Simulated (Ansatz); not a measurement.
# CH7AsOSi: inversion of the pyramid at As4

How high is the barrier for the inversion of the pyramid at As4? Relax the two ends, then run a nudged elastic band between them. SMILES of the start: OC[SiH2][AsH2].

Method: RKS B3LYP/def2-SVP, in Ansatz 0.2.0.

### Step 1. Starting point

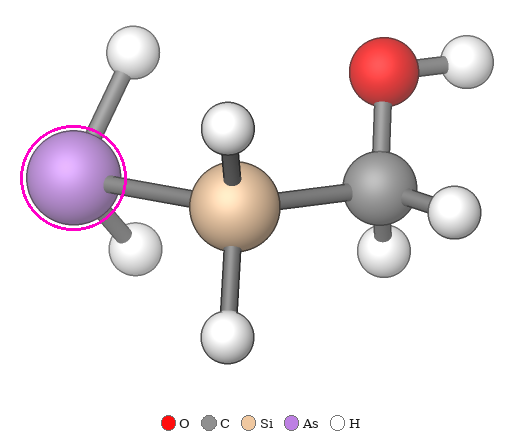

The starting structure, seen from a free direction (oxygen red, carbon grey, silicon light orange, arsenic purple, hydrogen white). Ringed: As4.

As a file:

```xyz
11

O    -1.0149    0.9032   -0.9467
C    -0.2492    1.0459    0.1705
Si   -0.1023   -0.6339    0.9437
As    1.0312   -2.0797   -0.5353
H    -1.1153    1.8558   -1.3569
H     0.7630    1.4323   -0.1180
H    -0.6729    1.7451    0.9152
H    -1.3605   -1.1356    1.3071
H     0.7574   -0.5043    2.2127
H     2.0337   -1.0210   -0.8958
H    -0.0048   -1.6649   -1.6759
```

### Step 2. End point A

input.yaml

```yaml
crystal:
  periodic: [false, false, false]
  atoms:
    - { symbol: O, position_ang: [-1.0149, 0.9032, -0.9467] }
    - { symbol: C, position_ang: [-0.2492, 1.0459, 0.1705] }
    - { symbol: Si, position_ang: [-0.1023, -0.6339, 0.9437] }
    - { symbol: As, position_ang: [1.0312, -2.0797, -0.5353] }
    - { symbol: H, position_ang: [-1.1153, 1.8558, -1.3569] }
    - { symbol: H, position_ang: [0.763, 1.4323, -0.118] }
    - { symbol: H, position_ang: [-0.6729, 1.7451, 0.9152] }
    - { symbol: H, position_ang: [-1.3605, -1.1356, 1.3071] }
    - { symbol: H, position_ang: [0.7574, -0.5043, 2.2127] }
    - { symbol: H, position_ang: [2.0337, -1.021, -0.8958] }
    - { symbol: H, position_ang: [-0.0048, -1.6649, -1.6759] }
basis:
  gaussian: { orbitals: def2-SVP }
hamiltonian:
  xc: b3lyp
relax:
  f_tol: 0.015
  max_steps: 40
```

On the command line:

```bash
$ ansatz run input.yaml --threads 2 --pin off --max-ram 3072MiB --backend cpu --events-out ev --progress --plain --runs-dir out
```

What it wrote, cut to the lines that bear on the results:

```text
Warning: RAYON_NUM_THREADS=2 ignored (pool sized by the plan → 2); use --threads N
[...]
Functional definition: B3LYP
[...]
1197 factors; integrals over basis functions are off by at most 4.0e-4 eV
[...]
mean field -71905.75900782 eV, -2642.4879040633 hartree, gradient 1.3e-5 eV, S^2 0.000000; 0 other end points of the search recorded, 0 dependent functions left out
[...]
reference -71905.75926099 eV, -2642.4879133674 hartree; 34, 34 occupied and 79, 79 virtual orbitals, 1197 factors
relax step   1: F+E_penalty+E_count = -71905.75900782 eV  Δ(F+E_penalty+E_count) = +0.000e0 eV  max|allowed force component| = 2.913e0 eV/Å  Δτ_max = 0.0000 Å  (26 SCF iters, accepted)
[...]
relax step   3: F+E_penalty+E_count = -71906.16506135 eV  Δ(F+E_penalty+E_count) = -6.082e-2 eV  max|allowed force component| = 3.276e-1 eV/Å  Δτ_max = 0.1420 Å  (25 SCF iters, accepted)
[...]
relax step   5: F+E_penalty+E_count = -71906.17990323 eV  Δ(F+E_penalty+E_count) = -3.090e-3 eV  max|allowed force component| = 5.906e-2 eV/Å  Δτ_max = 0.0751 Å  (24 SCF iters, accepted)
[...]
relax step   7: F+E_penalty+E_count = -71906.18138148 eV  Δ(F+E_penalty+E_count) = -3.406e-4 eV  max|allowed force component| = 6.492e-2 eV/Å  Δτ_max = 0.0311 Å  (25 SCF iters, accepted)
[...]
relax step   9: F+E_penalty+E_count = -71906.18181883 eV  Δ(F+E_penalty+E_count) = -1.171e-4 eV  max|allowed force component| = 2.921e-2 eV/Å  Δτ_max = 0.0138 Å  (24 SCF iters, accepted)
[...]
relax step  10: F+E_penalty+E_count = -71906.18198149 eV  Δ(F+E_penalty+E_count) = -1.627e-4 eV  max|allowed force component| = 1.142e-2 eV/Å  Δτ_max = 0.0119 Å  (25 SCF iters, accepted)
1197 factors; integrals over basis functions are off by at most 5.0e-4 eV
mean field -71906.18198149 eV, -2642.5034480589 hartree, gradient 4.0e-5 eV, S^2 0.000000; 1 other end points of the search recorded, 0 dependent functions left out
[...]
reference -71906.18222986 eV, -2642.5034571866 hartree; 34, 34 occupied and 79, 79 virtual orbitals, 1197 factors
Total energy: -71906.18222986 eV, -2642.5034571866 hartree
Atom 0 at    -1.079404     0.985049    -0.979564 Å, force    -0.007271    -0.002190    -0.010304 eV/Å
Atom 1 at    -0.274256     1.115748     0.179262 Å, force     0.003077    -0.011419     0.008077 eV/Å
Atom 2 at    -0.044721    -0.618760     0.940665 Å, force     0.005920     0.008774    -0.004640 eV/Å
Atom 3 at     0.939447    -2.189948    -0.568284 Å, force    -0.005151     0.004643    -0.002431 eV/Å
Atom 4 at    -1.185244     1.854844    -1.385576 Å, force    -0.001004     0.004155    -0.001843 eV/Å
Atom 5 at     0.726219     1.542349    -0.042054 Å, force     0.001804     0.001593     0.001421 eV/Å
Atom 6 at    -0.737078     1.774166     0.945175 Å, force     0.001552     0.000534    -0.000068 eV/Å
Atom 7 at    -1.370173    -1.155009     1.367485 Å, force     0.000948    -0.002184     0.001963 eV/Å
Atom 8 at     0.831734    -0.493723     2.145459 Å, force    -0.001680    -0.001916     0.004137 eV/Å
Atom 9 at     2.124805    -1.260129    -0.848815 Å, force     0.001351    -0.000791     0.001692 eV/Å
Atom 10 at     0.134073    -1.611686    -1.733154 Å, force     0.000453    -0.001199     0.001998 eV/Å
Dipole moment:     0.039004     0.497764    -0.006155 e Å
```

Run time: 27 s. Hardware: 2 threads of Intel Xeon Platinum 8488C (Sapphire Rapids), shared host; peak memory 0.29 GiB.

Step by step:

```tsv
step	energy from step 1 (eV)	largest force component (eV/Å)
1	0.0000	2.9133
2	-0.3452	0.9864
3	-0.4061	0.3276
4	-0.4178	0.1145
5	-0.4209	0.0591
6	-0.4220	0.0348
7	-0.4224	0.0649
8	-0.4227	0.0396
9	-0.4228	0.0292
10	-0.4230	0.0114
```

Step 1 is the start.

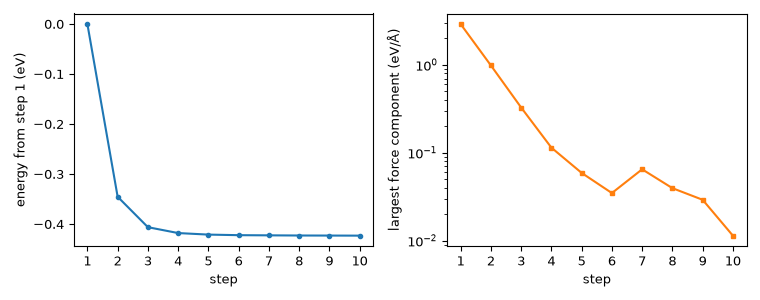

Energy and largest force along the relaxation.

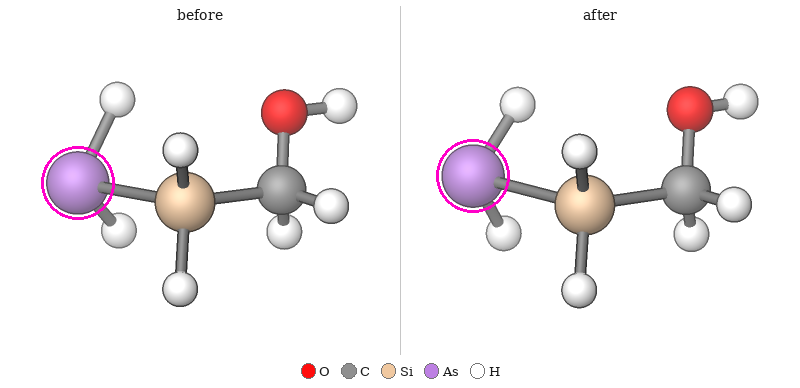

The structure before (left) and after (right), drawn at the same scale.

After: Bond lengths: O1–C2 1.417 Å, C2–Si3 1.908 Å, Si3–As4 2.390 Å, O1–H5 0.966 Å, C2–H6 1.110 Å, C2–H7 1.111 Å, Si3–H8 1.492 Å, Si3–H9 1.495 Å, As4–H10 1.532 Å, As4–H11 1.530 Å. Angles (14 of 16 angles, heavy atoms first): O1–C2–Si3 108.1°, C2–Si3–As4 113.3°, O1–C2–H6 112.6°, O1–C2–H7 112.4°, Si3–C2–H6 108.7°, Si3–C2–H7 108.3°, C2–O1–H5 108.8°, C2–Si3–H8 109.5°, C2–Si3–H9 108.4°, As4–Si3–H8 108.1°, As4–Si3–H9 108.8°, Si3–As4–H10 92.0°, Si3–As4–H11 90.9°, H6–C2–H7 106.6°.

### Step 3. Relaxing end B

The second end starts from a geometry with the move made by hand.

Changes to input.yaml since step 2:

```diff
@@ -12,4 +12,4 @@
     - { symbol: H, position_ang: [0.7574, -0.5043, 2.2127] }
-    - { symbol: H, position_ang: [2.0337, -1.021, -0.8958] }
-    - { symbol: H, position_ang: [-0.0048, -1.6649, -1.6759] }
+    - { symbol: H, position_ang: [2.07484, -2.40963, 0.49319] }
+    - { symbol: H, position_ang: [0.04216, -3.25018, -0.09021] }
 basis:
@@ -21 +21,3 @@
   max_steps: 40
+output:
+  orbitals: {}
```

On the command line:

```bash
$ ansatz run input.yaml --threads 2 --pin off --max-ram 3072MiB --backend cpu --events-out ev --progress --plain --runs-dir out
```

What it wrote, cut to the lines that bear on the results:

```text
Warning: RAYON_NUM_THREADS=2 ignored (pool sized by the plan → 2); use --threads N
[...]
[... 1 set-up line as earlier in the session ...]
[...]
1196 factors; integrals over basis functions are off by at most 4.0e-4 eV
[...]
mean field -71905.70228343 eV, -2642.4858194806 hartree, gradient 5.2e-5 eV, S^2 0.000000; 0 other end points of the search recorded, 0 dependent functions left out
[...]
reference -71905.70254103 eV, -2642.4858289470 hartree; 34, 34 occupied and 79, 79 virtual orbitals, 1196 factors
relax step   1: F+E_penalty+E_count = -71905.70228343 eV  Δ(F+E_penalty+E_count) = +0.000e0 eV  max|allowed force component| = 2.912e0 eV/Å  Δτ_max = 0.0000 Å  (25 SCF iters, accepted)
[...]
relax step   4: F+E_penalty+E_count = -71906.11984782 eV  Δ(F+E_penalty+E_count) = -6.915e-3 eV  max|allowed force component| = 1.153e-1 eV/Å  Δτ_max = 0.0268 Å  (25 SCF iters, accepted)
[...]
relax step   7: F+E_penalty+E_count = -71906.12322421 eV  Δ(F+E_penalty+E_count) = -6.814e-4 eV  max|allowed force component| = 3.080e-2 eV/Å  Δτ_max = 0.0181 Å  (25 SCF iters, accepted)
[...]
relax step  10: F+E_penalty+E_count = -71906.13856151 eV  Δ(F+E_penalty+E_count) = -5.237e-3 eV  max|allowed force component| = 1.889e-1 eV/Å  Δτ_max = 0.0637 Å  (24 SCF iters, accepted)
[...]
relax step  12: F+E_penalty+E_count = -71906.16365320 eV  Δ(F+E_penalty+E_count) = -1.004e-2 eV  max|allowed force component| = 2.653e-1 eV/Å  Δτ_max = 0.2000 Å  (26 SCF iters, accepted)
[...]
relax step  13: F+E_penalty+E_count = -71906.16468290 eV  Δ(F+E_penalty+E_count) = -1.030e-3 eV  max|allowed force component| = 4.072e-1 eV/Å  Δτ_max = 0.1373 Å  (24 SCF iters, accepted)
[...]
1196 factors; integrals over basis functions are off by at most 3.8e-4 eV
```

### Step 4. The log goes on: end point B relaxed

Output, continued:

```text
mean field -71906.16394110 eV, -2642.5027850868 hartree, gradient 1.8e-5 eV, S^2 0.000000; 0 other end points of the search recorded, 0 dependent functions left out
the calculation of the forces begins
reference -71906.16419272 eV, -2642.5027943338 hartree; 34, 34 occupied and 79, 79 virtual orbitals, 1196 factors
relax step  14: F+E_penalty+E_count = -71906.16394110 eV  Δ(F+E_penalty+E_count) = +7.418e-4 eV  max|allowed force component| = 1.372e-1 eV/Å  Δτ_max = 0.1309 Å  (27 SCF iters, rejected (line search))
these checks for a lower state are left out or cut short: starts, cluster_reference, orbital_swaps, neighbouring_geometries, increment
1196 factors; integrals over basis functions are off by at most 3.8e-4 eV
mean field -71906.17408531 eV, -2642.5031578798 hartree, gradient 4.7e-5 eV, S^2 0.000000; 0 other end points of the search recorded, 0 dependent functions left out
the calculation of the forces begins
reference -71906.17433699 eV, -2642.5031671290 hartree; 34, 34 occupied and 79, 79 virtual orbitals, 1196 factors
relax step  15: F+E_penalty+E_count = -71906.17408531 eV  Δ(F+E_penalty+E_count) = -9.402e-3 eV  max|allowed force component| = 7.095e-2 eV/Å  Δτ_max = 0.0654 Å  (24 SCF iters, accepted)
these checks for a lower state are left out or cut short: starts, cluster_reference, orbital_swaps, neighbouring_geometries, increment
1196 factors; integrals over basis functions are off by at most 3.8e-4 eV
mean field evaluation 96: about -71906.1509 eV, gradient 1.9e0 eV
mean field -71906.17268349 eV, -2642.5031063639 hartree, gradient 4.5e-5 eV, S^2 0.000000; 0 other end points of the search recorded, 0 dependent functions left out
the calculation of the forces begins
reference -71906.17293479 eV, -2642.5031155989 hartree; 34, 34 occupied and 79, 79 virtual orbitals, 1196 factors
relax step  16: F+E_penalty+E_count = -71906.17268349 eV  Δ(F+E_penalty+E_count) = +1.402e-3 eV  max|allowed force component| = 1.435e-1 eV/Å  Δτ_max = 0.0452 Å  (23 SCF iters, rejected (line search))
these checks for a lower state are left out or cut short: starts, cluster_reference, orbital_swaps, neighbouring_geometries, increment
1196 factors; integrals over basis functions are off by at most 3.8e-4 eV
mean field -71906.17484122 eV, -2642.5031856589 hartree, gradient 4.5e-5 eV, S^2 0.000000; 0 other end points of the search recorded, 0 dependent functions left out
the calculation of the forces begins
reference -71906.17509268 eV, -2642.5031949000 hartree; 34, 34 occupied and 79, 79 virtual orbitals, 1196 factors
relax step  17: F+E_penalty+E_count = -71906.17484122 eV  Δ(F+E_penalty+E_count) = -7.559e-4 eV  max|allowed force component| = 1.815e-2 eV/Å  Δτ_max = 0.0225 Å  (25 SCF iters, accepted)
these checks for a lower state are left out or cut short: starts, cluster_reference, orbital_swaps, neighbouring_geometries, increment
1196 factors; integrals over basis functions are off by at most 3.8e-4 eV
mean field -71906.17526014 eV, -2642.5032010541 hartree, gradient 4.6e-5 eV, S^2 0.000000; 0 other end points of the search recorded, 0 dependent functions left out
the calculation of the forces begins
reference -71906.17551104 eV, -2642.5032102745 hartree; 34, 34 occupied and 79, 79 virtual orbitals, 1196 factors
relax step  18: F+E_penalty+E_count = -71906.17526014 eV  Δ(F+E_penalty+E_count) = -4.189e-4 eV  max|allowed force component| = 4.395e-2 eV/Å  Δτ_max = 0.0500 Å  (23 SCF iters, accepted)
these checks for a lower state are left out or cut short: starts, cluster_reference, orbital_swaps, neighbouring_geometries, increment
1196 factors; integrals over basis functions are off by at most 3.8e-4 eV
mean field -71906.17548504 eV, -2642.5032093191 hartree, gradient 4.5e-5 eV, S^2 0.000000; 0 other end points of the search recorded, 0 dependent functions left out
the calculation of the forces begins
reference -71906.17573584 eV, -2642.5032185355 hartree; 34, 34 occupied and 79, 79 virtual orbitals, 1196 factors
relax step  19: F+E_penalty+E_count = -71906.17548504 eV  Δ(F+E_penalty+E_count) = -2.249e-4 eV  max|allowed force component| = 3.062e-2 eV/Å  Δτ_max = 0.0172 Å  (24 SCF iters, accepted)
these checks for a lower state are left out or cut short: starts, cluster_reference, orbital_swaps, neighbouring_geometries, increment
1196 factors; integrals over basis functions are off by at most 3.8e-4 eV
mean field -71906.17555055 eV, -2642.5032117265 hartree, gradient 4.5e-5 eV, S^2 0.000000; 0 other end points of the search recorded, 0 dependent functions left out
the calculation of the forces begins
reference -71906.17580118 eV, -2642.5032209369 hartree; 34, 34 occupied and 79, 79 virtual orbitals, 1196 factors
relax step  20: F+E_penalty+E_count = -71906.17555055 eV  Δ(F+E_penalty+E_count) = -6.551e-5 eV  max|allowed force component| = 1.703e-2 eV/Å  Δτ_max = 0.0214 Å  (24 SCF iters, accepted)
these checks for a lower state are left out or cut short: starts, cluster_reference, orbital_swaps, neighbouring_geometries, increment
1196 factors; integrals over basis functions are off by at most 3.8e-4 eV
mean field -71906.17556513 eV, -2642.5032122620 hartree, gradient 7.4e-6 eV, S^2 0.000000; 0 other end points of the search recorded, 0 dependent functions left out
the calculation of the forces begins
reference -71906.17581571 eV, -2642.5032214709 hartree; 34, 34 occupied and 79, 79 virtual orbitals, 1196 factors
relax step  21: F+E_penalty+E_count = -71906.17556513 eV  Δ(F+E_penalty+E_count) = -1.457e-5 eV  max|allowed force component| = 1.014e-2 eV/Å  Δτ_max = 0.0080 Å  (23 SCF iters, accepted)
1196 factors; integrals over basis functions are off by at most 3.8e-4 eV
mean field evaluation 128: about -71906.1756 eV, gradient 7.4e-6 eV
mean field -71906.17556513 eV, -2642.5032122620 hartree, gradient 7.4e-6 eV, S^2 0.000000; 1 other end points of the search recorded, 0 dependent functions left out
the calculation of the forces begins
reference -71906.17581571 eV, -2642.5032214709 hartree; 34, 34 occupied and 79, 79 virtual orbitals, 1196 factors
Total energy: -71906.17581571 eV, -2642.5032214709 hartree
Atom 0 at    -0.957042     0.640895    -1.003387 Å, force     0.001401     0.010136    -0.000706 eV/Å
Atom 1 at    -0.294791     1.045846     0.185715 Å, force    -0.001768    -0.004221     0.003635 eV/Å
Atom 2 at     0.141925    -0.535815     1.155630 Å, force    -0.000279     0.005768     0.000201 eV/Å
Atom 3 at     1.334393    -1.971538    -0.338387 Å, force    -0.001530    -0.007985     0.002871 eV/Å
Atom 4 at    -1.170308     1.425613    -1.525034 Å, force    -0.000097    -0.002546     0.000985 eV/Å
Atom 5 at     0.642220     1.603922    -0.020960 Å, force    -0.001641    -0.002090    -0.000605 eV/Å
Atom 6 at    -0.923405     1.705543     0.820029 Å, force    -0.000174    -0.001949    -0.005014 eV/Å
Atom 7 at    -1.095265    -1.161383     1.707440 Å, force    -0.002266    -0.001731     0.001294 eV/Å
Atom 8 at     1.039129    -0.167313     2.293646 Å, force     0.001529    -0.001875    -0.002741 eV/Å
Atom 9 at     1.389097    -3.109893     0.685625 Å, force     0.001846     0.002175    -0.004293 eV/Å
Atom 10 at     0.047547    -2.506886    -0.965036 Å, force     0.002978     0.004317     0.004373 eV/Å
Dipole moment:    -0.086055     0.394817     0.009400 e Å
```

It took 56 s on 2 threads of Intel Xeon Platinum 8488C (Sapphire Rapids), shared host; peak memory 0.29 GiB.

Step by step:

```tsv
step	energy from step 1 (eV)	largest force component (eV/Å)
1	0.0000	2.9116
2	-0.3452	0.9906
3	-0.4106	0.2659
4	-0.4176	0.1153
5	-0.4181	0.0714
6	-0.4203	0.0469
7	-0.4209	0.0308
8	-0.4280	0.0369
9	-0.4310	0.2932
10	-0.4363	0.1889
11	-0.4513	0.0895
12	-0.4614	0.2653
13	-0.4624	0.4072
14x	-0.4617	0.1372
15	-0.4718	0.0709
16x	-0.4704	0.1435
17	-0.4726	0.0181
18	-0.4730	0.0440
19	-0.4732	0.0306
20	-0.4733	0.0170
21	-0.4733	0.0101
```

Step 1 is the start. 2 steps were tried and not accepted (14, 16; marked x where the table lists them).

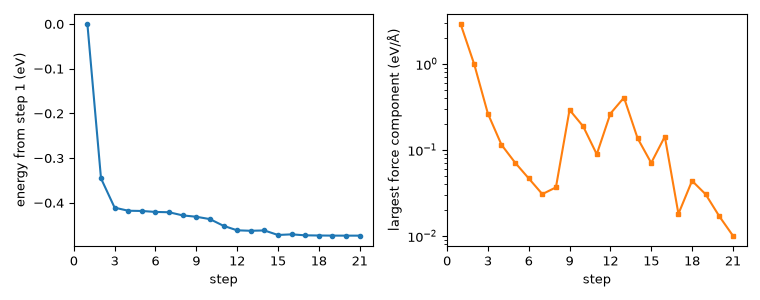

Energy and largest force along the relaxation.

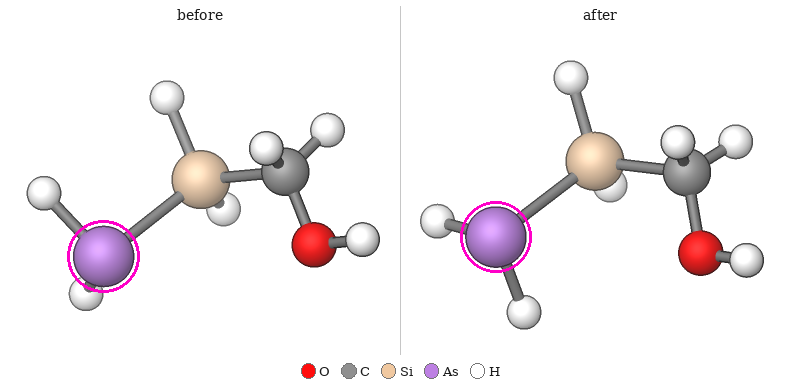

The structure before (left) and after (right), drawn at the same scale.

After: Bond lengths: O1–C2 1.420 Å, C2–Si3 1.906 Å, Si3–As4 2.391 Å, O1–H5 0.966 Å, C2–H6 1.110 Å, C2–H7 1.110 Å, Si3–H8 1.492 Å, Si3–H9 1.495 Å, As4–H10 1.532 Å, As4–H11 1.528 Å. Angles (14 of 16 angles, heavy atoms first): O1–C2–Si3 107.2°, C2–Si3–As4 107.1°, O1–C2–H6 112.4°, O1–C2–H7 112.6°, Si3–C2–H6 108.6°, Si3–C2–H7 109.4°, C2–O1–H5 108.9°, C2–Si3–H8 110.2°, C2–Si3–H9 108.7°, As4–Si3–H8 113.1°, As4–Si3–H9 108.9°, Si3–As4–H10 92.7°, Si3–As4–H11 92.7°, H6–C2–H7 106.6°.

### Step 5. The band

crystal.atoms is end A as relaxed above, and neb.final_atoms is end B, turned to lie on A. With 7 inner images the band has 9 in all.

input.yaml

```yaml
crystal:
  periodic: [false, false, false]
  atoms:
    - { symbol: O, position_ang: [-1.079404, 0.985049, -0.979564] }
    - { symbol: C, position_ang: [-0.274256, 1.115748, 0.179262] }
    - { symbol: Si, position_ang: [-0.044721, -0.61876, 0.940665] }
    - { symbol: As, position_ang: [0.939447, -2.189948, -0.568284] }
    - { symbol: H, position_ang: [-1.185244, 1.854844, -1.385576] }
    - { symbol: H, position_ang: [0.726219, 1.542349, -0.042054] }
    - { symbol: H, position_ang: [-0.737078, 1.774166, 0.945175] }
    - { symbol: H, position_ang: [-1.370173, -1.155009, 1.367485] }
    - { symbol: H, position_ang: [0.831734, -0.493723, 2.145459] }
    - { symbol: H, position_ang: [2.124805, -1.260129, -0.848815] }
    - { symbol: H, position_ang: [0.134073, -1.611686, -1.733154] }
basis:
  gaussian: { orbitals: def2-SVP }
hamiltonian:
  xc: b3lyp
neb:
  order_check: false
  images: 7
  f_tol: 0.05
  max_iterations: 60
  initial_path: idpp
  final_atoms:
    - { symbol: O, position_ang: [-1.03348792, 1.12986956, -1.01856238] }
    - { symbol: C, position_ang: [-0.38806, 1.27461082, 0.2380195] }
    - { symbol: Si, position_ang: [0.1583408, -0.46415104, 0.79592705] }
    - { symbol: As, position_ang: [1.42737965, -1.41203288, -0.99472302] }
    - { symbol: H, position_ang: [-1.30154252, 2.00261107, -1.33455179] }
    - { symbol: H, position_ang: [0.50915495, 1.92562955, 0.1802878] }
    - { symbol: H, position_ang: [-1.05215459, 1.71765288, 1.0096425] }
    - { symbol: H, position_ang: [-1.03097172, -1.28404702, 1.16979203] }
    - { symbol: H, position_ang: [1.04011405, -0.32702888, 1.99572812] }
    - { symbol: H, position_ang: [1.56450091, -2.75972158, -0.27891709] }
    - { symbol: H, position_ang: [0.17212839, -1.86049148, -1.74204373] }
```

On the command line:

```bash
$ ansatz run input.yaml --threads 2 --pin off --max-ram 3072MiB --backend cpu --events-out ev --progress --plain --runs-dir out
```

What it wrote, cut to the lines that bear on the results:

```text
Warning: RAYON_NUM_THREADS=2 ignored (pool sized by the plan → 2); use --threads N
[...]
[... 1 set-up line as earlier in the session ...]
[...]
1199 factors; integrals over basis functions are off by at most 3.3e-4 eV
[...]
mean field -71906.18198186 eV, -2642.5034480726 hartree, gradient 1.2e-5 eV, S^2 0.000000; 0 other end points of the search recorded, 0 dependent functions left out
[...]
reference -71906.18223122 eV, -2642.5034572366 hartree; 34, 34 occupied and 79, 79 virtual orbitals, 1199 factors
1199 factors; integrals over basis functions are off by at most 4.3e-4 eV
[...]
mean field -71906.17558461 eV, -2642.5032129781 hartree, gradient 1.4e-5 eV, S^2 0.000000; 0 other end points of the search recorded, 0 dependent functions left out
[...]
reference -71906.17583482 eV, -2642.5032221732 hartree; 34, 34 occupied and 79, 79 virtual orbitals, 1199 factors
[...]
Atom 1 at    -0.509274     1.211896     0.386547 Å, force    -0.011351    -0.002096    -0.016439 eV/Å
Atom 2 at     0.037593    -0.557284     0.815297 Å, force    -0.019343    -0.011067     0.026448 eV/Å
Atom 3 at     1.137427    -1.559956    -0.920668 Å, force     0.012811    -0.007007    -0.019104 eV/Å
Atom 4 at    -1.615961     1.983345    -1.035166 Å, force    -0.002449    -0.000703     0.012142 eV/Å
Atom 5 at     0.387188     1.814295     0.141219 Å, force     0.005841     0.001839    -0.002699 eV/Å
Atom 6 at    -0.982355     1.672087     1.281008 Å, force    -0.000355     0.007720     0.010891 eV/Å
Atom 7 at    -1.169657    -1.323739     1.238066 Å, force     0.009537     0.006553    -0.009801 eV/Å
Atom 8 at     1.060081    -0.563344     1.901393 Å, force    -0.001559     0.003537     0.000127 eV/Å
Atom 9 at     2.536010    -2.048627    -0.796609 Å, force     0.000496     0.002294    -0.001791 eV/Å
Atom 10 at     0.595243    -1.785352    -2.286233 Å, force    -0.001530    -0.004741     0.007140 eV/Å
Dipole moment:     0.006725     0.434827     0.072610 e Å
this run last wrote the band of iteration 8 to <dir>
```

It took 2.4 min on 2 threads of Intel Xeon Platinum 8488C (Sapphire Rapids), shared host; peak memory 0.29 GiB.

[end of part 1 of 2]
